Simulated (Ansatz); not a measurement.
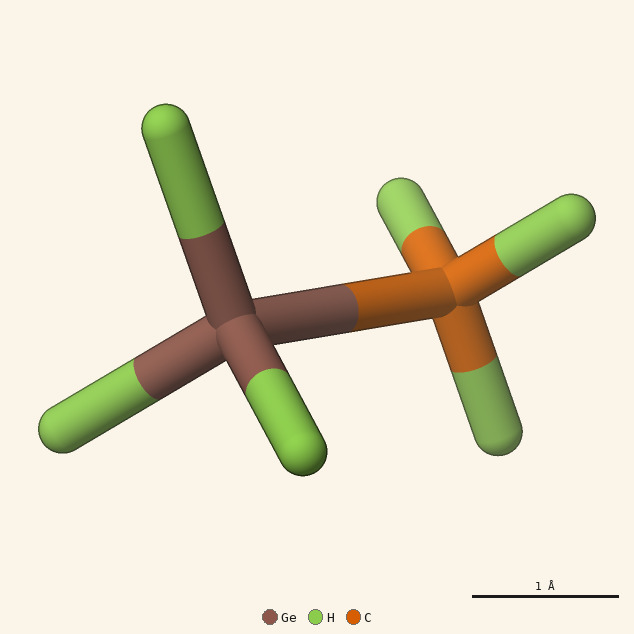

A stick model of a molecule. Every bond is drawn as one stick, whatever its order.

Computed geometry: PBE0-D4/def2-TZVP optimisation.

What is the molecular formula?

Answer. CH6Ge, 8 atoms: 1 carbon, 6 hydrogen and 1 germanium.

Give the symmetry (Schoenflies symbol).

Answer. C3v.

How many sets of symmetry-equivalent atoms are there?

Answer. 4: 1 Ge, 3 H, 1 C, 3 H.

The parts below concern this one geometry. Atoms keep their numbers from picture to picture.

### Geometry

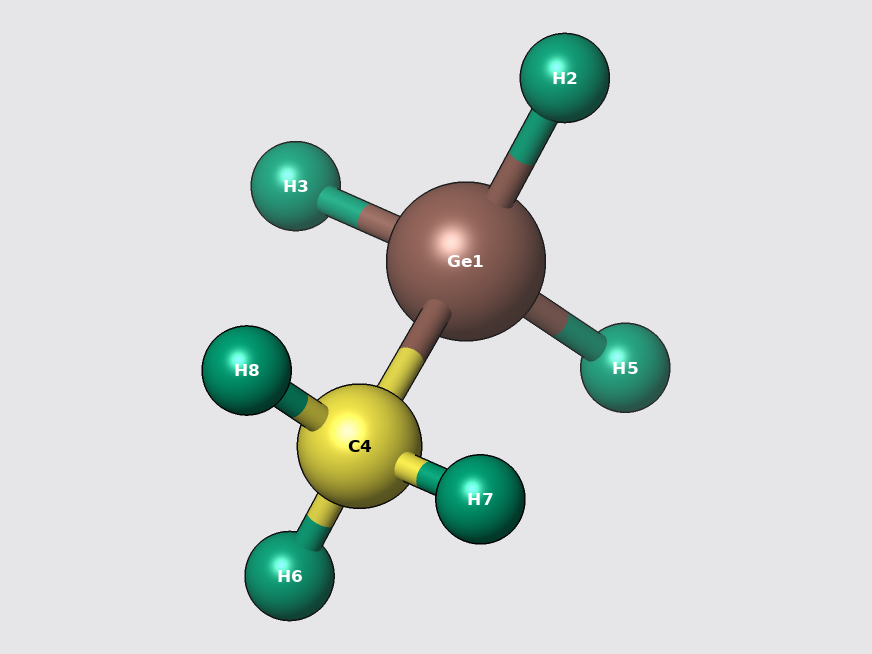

Give the bond lengths.

| bond | length (Å) |
| --- | --- |
| Ge1–H2 | 1.539 |
| Ge1–H3 | 1.539 |
| Ge1–C4 | 1.953 |
| Ge1–H5 | 1.539 |
| C4–H6 | 1.091 |
| C4–H7 | 1.091 |
| C4–H8 | 1.091 |

### Electronic properties

Properties computed with RKS PBE0-D4/def2-TZVPP (Ansatz 0.2.0).

What does the calculation give?

- HOMO energy (Kohn–Sham orbital): −8.93 eV
- LUMO energy (Kohn–Sham orbital): 0.88 eV
- HOMO–LUMO gap: 9.81 eV
- dispersion correction: −8.2 kJ/mol

### Charges

The questions are on Mulliken charges. Level of theory: RKS PBE0-D4/def2-TZVP (Ansatz 0.2.0).

Which atom carries the highest charge (most positive or least negative)?

Answer. H6, H7, H8 (0.15 e).

And the lowest?

Answer. C4 (−0.50 e).

Give the Mulliken charges atom by atom.

```json
{"atom": "Ge1", "value (e)": "0.09"}
{"atom": "H2", "value (e)": "−0.01"}
{"atom": "H3", "value (e)": "−0.01"}
{"atom": "C4", "value (e)": "−0.50"}
{"atom": "H5", "value (e)": "−0.01"}
{"atom": "H6", "value (e)": "0.15"}
{"atom": "H7", "value (e)": "0.15"}
{"atom": "H8", "value (e)": "0.15"}
```

### Dipole moment

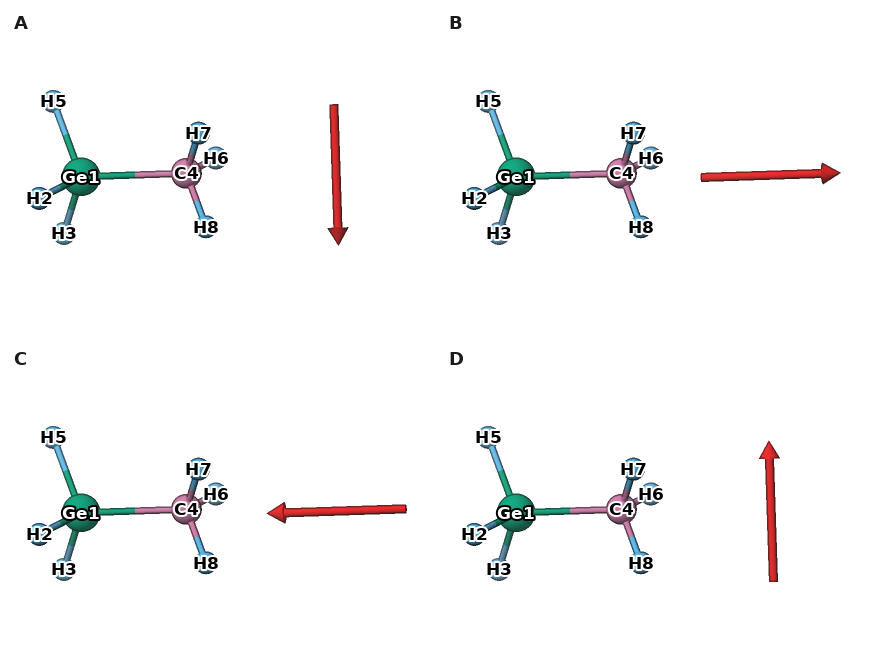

The same molecule four times, each with an arrow. Properties computed with RKS PBE0-D4/def2-TZVP (Ansatz 0.2.0).

Which arrow points along the dipole moment, from the negative to the positive end?

Answer. B. The dipole moment is 0.73 D; it points from the side of H2, H3, H5 to the side of H6, H7, H8 (the outermost atoms at the two ends).

### Thermal motion

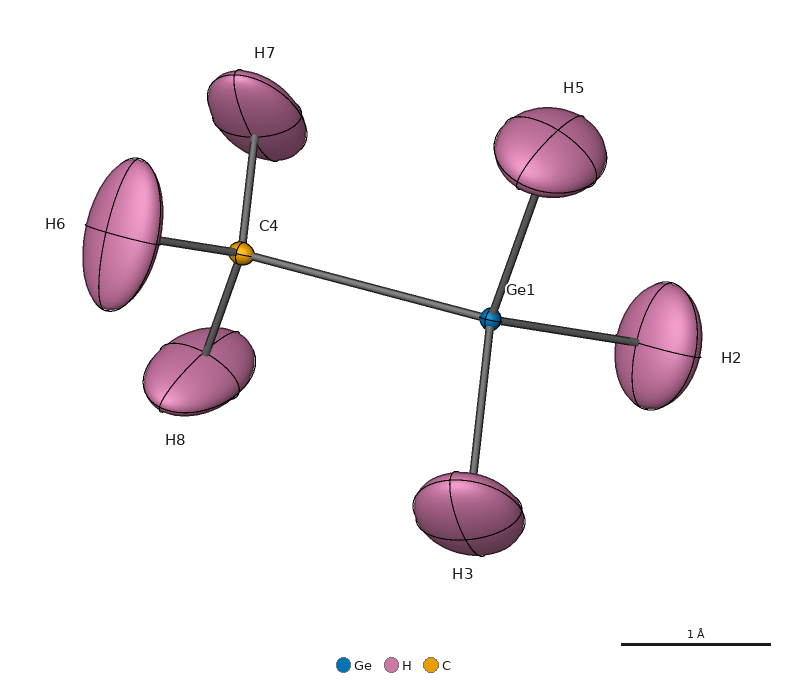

Displacement ellipsoids at the 50 % level, enlarged 1.5 times, from the internal vibrations of the free molecule (harmonic, no overall translation or rotation; no half-axis is drawn under 0.075 Å). Vibrations computed with RKS PBE0-D4/def2-TZVP (Ansatz 0.2.0). Temperature: 200 K.

Which atom moves most?

Answer. H6, H7, H8, with U_eq = 0.0247 Å².

Does H6 move more along its bond or across it?

Answer. Across it: the root-mean-square amplitude is 0.074 Å along the bond and up to 0.225 Å across, since bending and torsion are softer than stretching.

Give the displacement parameters, one line for each set of equivalent atoms.

| atom | U_eq (Å²) | rms amplitudes (Å) |
| --- | --- | --- |
| Ge1 | 0.00004 | 0.005, 0.005, 0.009 |
| H2, H3, H5 | 0.0226 | 0.088, 0.160, 0.186 |
| C4 | 0.00084 | 0.020, 0.020, 0.042 |
| H6, H7, H8 | 0.0247 | 0.073, 0.136, 0.225 |

Mulliken values depend strongly on the basis set and can even reverse the polarity of a bond.
